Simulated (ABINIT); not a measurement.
Band structure of AlRu (Pm-3m, 2 atoms in the cell).

```
CELL_PARAMETERS angstrom
      2.98250     0.00000     0.00000
      0.00000     2.98250     0.00000
      0.00000     0.00000     2.98250
ATOMIC_POSITIONS crystal
  Al 0.00000 0.00000 0.00000
  Ru 0.50000 0.50000 0.50000
```

Method: PBE, PAW (JTH v2.0 PBE PAW) (plane waves; ABINIT).

Settings: pseudos = [Al.GGA_PBE-JTH.xml, Ru.GGA_PBE-JTH.xml]; ecut = 571 eV; pawecutdg = 1143 eV; pawxcdev = 0; ixc = 11; occopt = 7; tsmear = 0.00183747 Ha; ngkpt = 11 11 11; nshiftk = 1; shiftk = 0 0 0; potentials = JTH v2.0 PBE PAW; kptopt = 1; nstep = 80.

The starting cell comes from a database of computed structures (which also holds hypothetical and non-ambient phases and stackings), without a prior relaxation at this level. Spin polarisation is off.

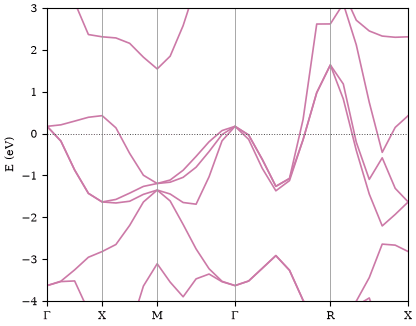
Figure: Bands along the path, energies from the Fermi level.

Levels in eV from the Fermi level, bands 6 to 13:
```
point      6      7      8      9     10    11    12     13
-----  -----  -----  -----  -----  -----  ----  ----  -----
Γ      -3.63  -3.63   0.17   0.17   0.17  6.14  6.14   6.14
X      -5.49  -2.82  -1.63  -1.63   0.43  2.31  7.44  11.11
M      -3.11  -1.35  -1.35  -1.19  -1.19  1.54  5.35   6.29
R      -4.70  -4.70   1.64   1.64   2.62  4.20  4.20   4.20
```

Bands cross the Fermi level along this path, so the cell is metallic at this level.
